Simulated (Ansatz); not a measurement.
Cost and result by functional for the ionisation potential of the (0001) surface of corundum in its 1x1 cell (cut with top plane Al, bottom plane Al), relaxed from an ideal cut (the real face may reconstruct), outermost plane spacing 0.49 Å in the ideal cut (one of several cuts of this face), with 2 Al a cell over the bulk's ratio, in Ansatz (plane waves, PAW). Single points on the PBE structure, on one kind of machine; costs are rough ratios of the slab run's core time (references not counted) to the cheapest single point. r2SCAN's cost holds its higher cutoff (500 against 420 eV). Differences are taken against r2SCAN for comparison alone: no measured value is at hand, so the table doesn't rank accuracy.

Model: 27-atom slab, Al12O15, 11.4 Å thick at the start, 6x6x1 mesh, Fermi-Dirac 0.025 eV, dipole correction, all atoms relaxed; start symmetry kept, larger cells not searched; no spin (no spin-polarised run to compare, though such a face may carry moments), no spin-orbit, no U. The slab shows no gap on its mesh. These notes are the PBE run's.

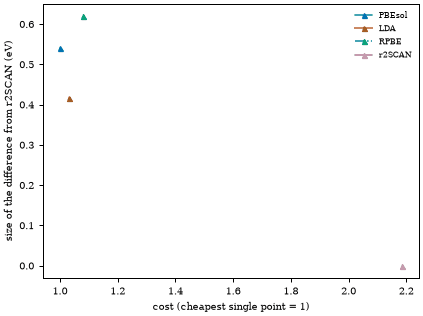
*Difference from r2SCAN against cost*

```
functional                     relative cost  ionisation potential (eV)  less r2SCAN (eV)
-----------------------------  -------------  -------------------------  ----------------
PBEsol                                     1                       8.72             -0.54
LDA                                        1                       8.85             -0.42
RPBE                                       1                       8.64             -0.62
r2SCAN                                     2                       9.26              0.00
PBE (the relaxed run's value)              –                       8.68             -0.58
```

The values span 0.62 eV, while the single points' costs differ by a factor of roughly 2. Differences are of unrounded values.

Ansatz is a program for electronic structure.
